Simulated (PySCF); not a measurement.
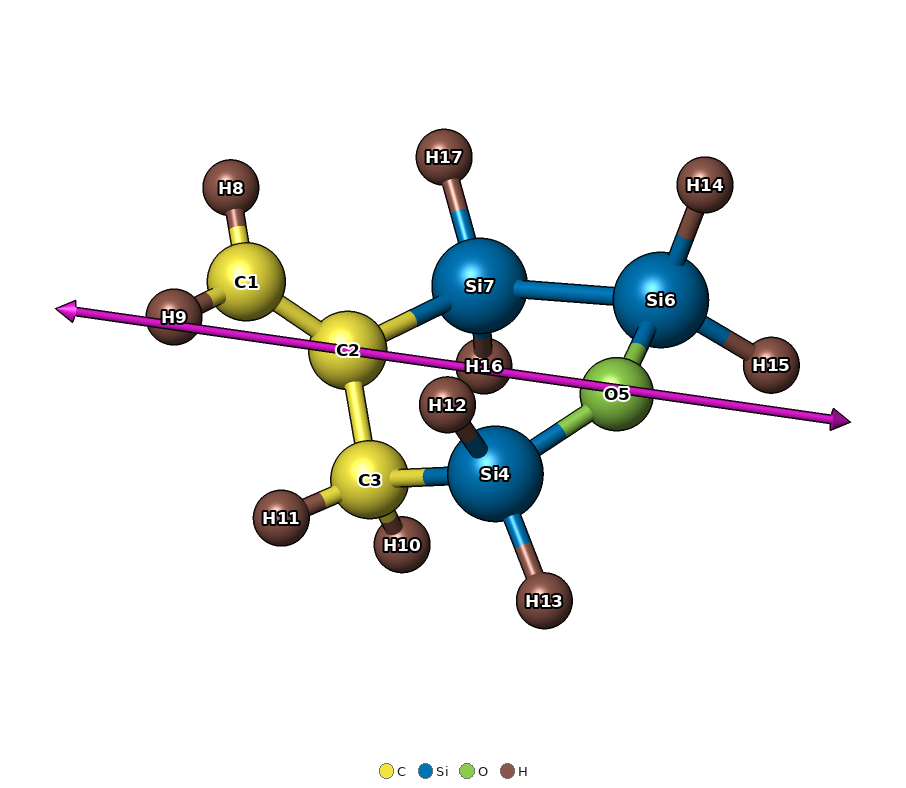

The double arrow shows the direction of the transition dipole to excited singlet state 1 (its length means nothing). The geometry was computed by an optimisation with GFN2-xTB. No frequency run is at hand to confirm it as a minimum. Method: TDDFT ωB97X-D/def2-SVPD, vertical, gas phase, core orbitals frozen in the response (PySCF 2.14.0).

**How is the transition polarised?**

Close to the long direction C1···Si6.

**Where does the transition lie, and how strong is it?**

5.73 eV (216 nm), oscillator strength 0.11, mainly HOMO → LUMO (weight 0.87); transition dipole 2.29 D.

The geometry is semi-empirical. Around Si such bond lengths and angles can be off by a tenth of an ångström or more and by several degrees, and values that hang on the shape move with them.
